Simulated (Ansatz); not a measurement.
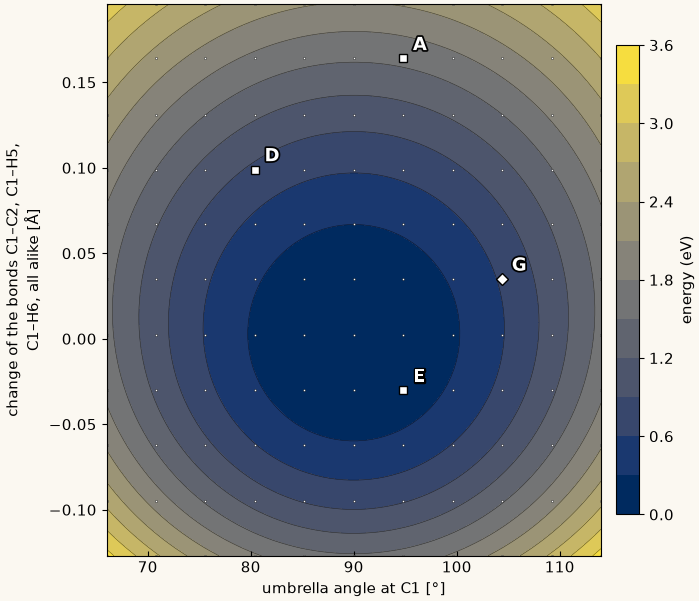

C2H3ClSi, SMILES C=C=[SiH]Cl. First axis: umbrella angle at C1 (between each of its bonds and their common axis; 90 is planar). Second axis: change of the bonds C1–C2, C1–H5, C1–H6, all alike. Nothing is relaxed (all other coordinates rigid). The grid has 11 × 11 points. Points are written as (first, second). All energies are given in eV relative to the relaxed molecule at the same level. All numbers below come from Ansatz, RHF/def2-TZVP.

The picture shows filled contours, dots at the grid points, lettered points. Between grid points the surface is interpolated.

Is G the lowest point of the computed grid?

Answer. No. G lies 0.64 eV above the lowest grid point, which is at (90.0°, 0.002 Å).

What kind of point is each of A, D, E, G: minimum, saddle, maximum or slope?

Answer. A: on a slope; D: on a slope; E: on a slope; G: on a slope. (In these two coordinates alone; a stationary point may lie a little off the grid point.)

Rank the lettered points by energy, lowest first.

Answer. E (0.14 eV), G (0.64 eV), D (0.85 eV), A (1.58 eV).
